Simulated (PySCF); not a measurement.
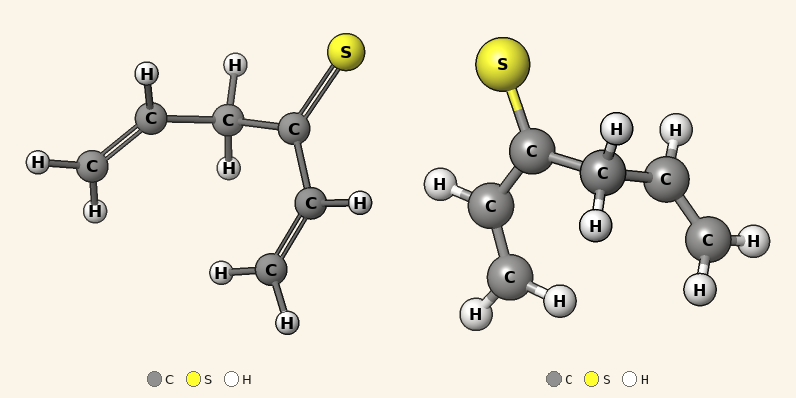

The same structure drawn twice, from different directions.

The geometry was computed by an optimisation with GFN2-xTB. No frequency run is at hand to confirm it as a minimum.

Identify the structure.

The molecule is C₆H₈S. As SMILES it reads `C=CCC(=S)C=C`. It has no ring. Among its groups: alkene. The point group is C1. Coordination: 5 C trigonal planar; 1 C tetrahedral.

The parts below concern this one geometry. Atoms keep their numbers from picture to picture.

**Shape**

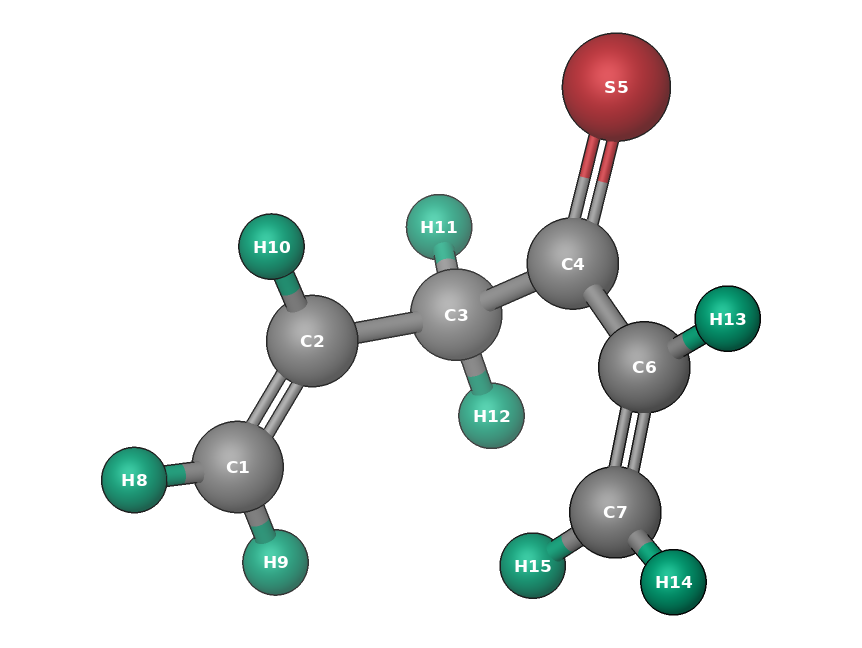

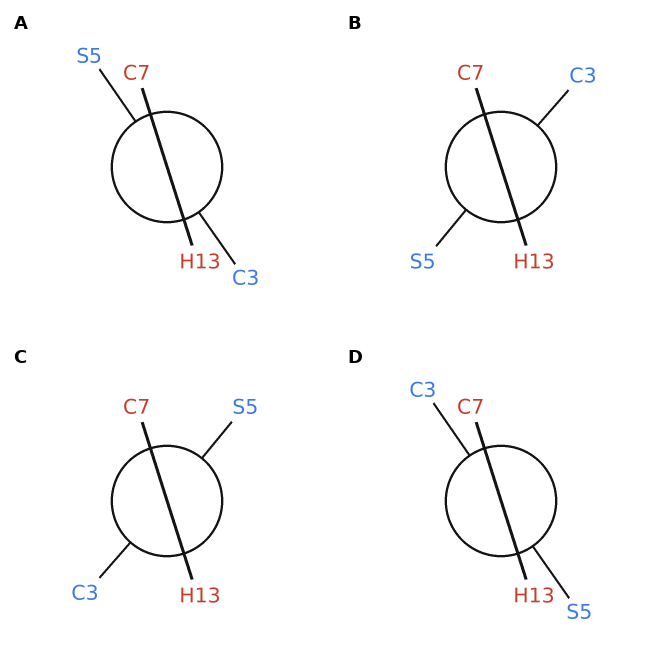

Atoms fade into the background with distance from the viewer. Bonds that would overlap in a projection are set slightly apart. No frequency run is at hand to confirm it as a minimum.

Which Newman projection shows the view along C6–C4, with C6 in front?

D. The torsion angle C7–C6–C4–S5 is 177°, antiperiplanar (anti).

**Electronic properties**

No frequency run is at hand to confirm it as a minimum. Method: PBE0/def2-SVPD, gas phase (PySCF 2.14.0). Excitations: vertical, linear response.

Estimate the HOMO energy (Kohn–Sham orbital).

−6.45 eV.

Estimate the mean static polarisability.

98.2 bohr³.

Estimate the brightest of the 6 lowest singlets.

4.77 eV.

What is the lowest vertical singlet excitation?

2.10 eV.

**Bond orders**

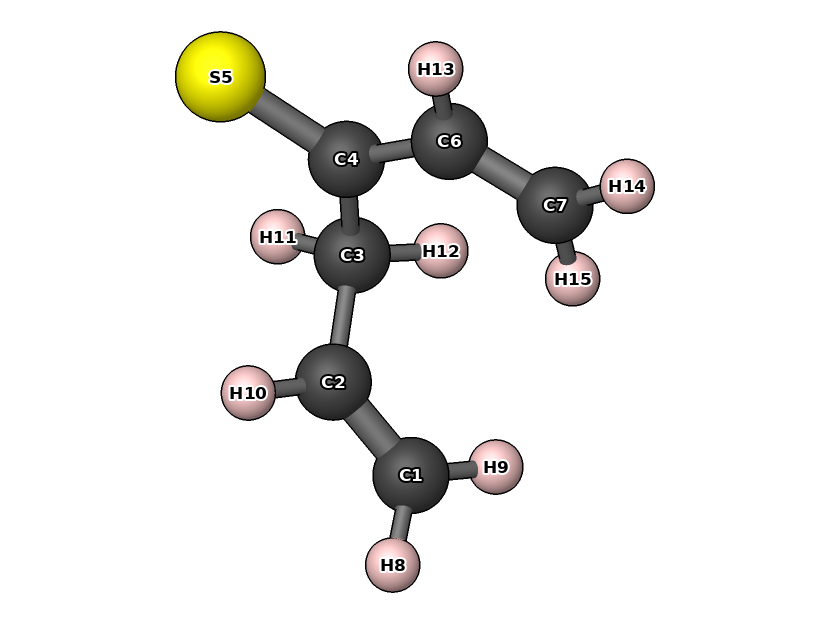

The thickness of each stick grows with its Mayer bond order. No frequency run is at hand to confirm it as a minimum. Computed with PBE0/pcSseg-1 (PySCF 2.14.0).

Which bond has the highest Mayer bond order?

C1–C2, 1.98, at a length of 1.319 Å.

List the Mayer bond orders of C1–C2, C1–H8, C1–H9, C2–C3, C2–H10, C3–C4, C3–H11, C3–H12, C4–S5, C4–C6, C6–C7, C6–H13, C7–H14, C7–H15.

```tsv
bond	Mayer order	length (Å)
C1–C2	1.98	1.319
C1–H8	0.95	1.076
C1–H9	0.95	1.079
C2–C3	1.01	1.504
C2–H10	0.96	1.082
C3–C4	1.01	1.500
C3–H11	0.92	1.093
C3–H12	0.93	1.092
C4–S5	1.81	1.638
C4–C6	1.07	1.441
C6–C7	1.86	1.334
C6–H13	0.96	1.083
C7–H14	0.94	1.077
C7–H15	0.93	1.076
```

**NMR shielding**

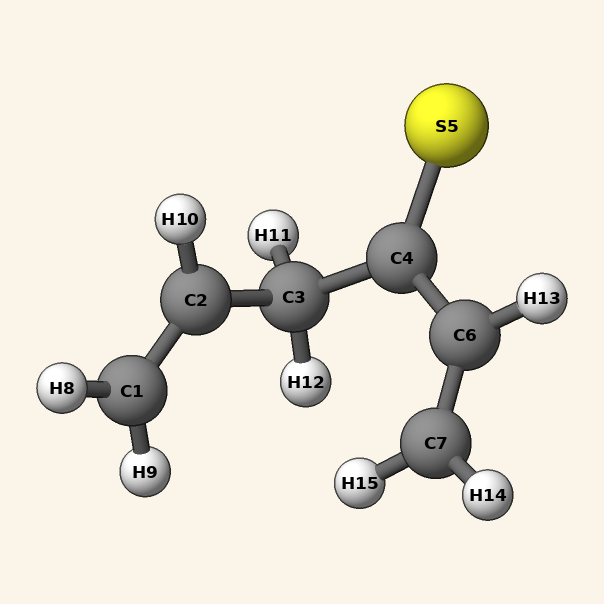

No frequency run is at hand to confirm it as a minimum. Method: GIAO PBE0/pcSseg-1 NMR shielding, non-relativistic, gas phase (PySCF 2.14.0). Principal shieldings σ11 ≤ σ22 ≤ σ33, span Ω = σ33 − σ11, skew κ = 3(σiso − σ22)/Ω.

Give the shielding tensors of the S atoms.

```
atom      σ11     σ22    σ33    σiso       Ω      κ
  S5  −2206.4  −352.1  515.1  −681.1  2721.6  −0.36
```

Shieldings and span in ppm.
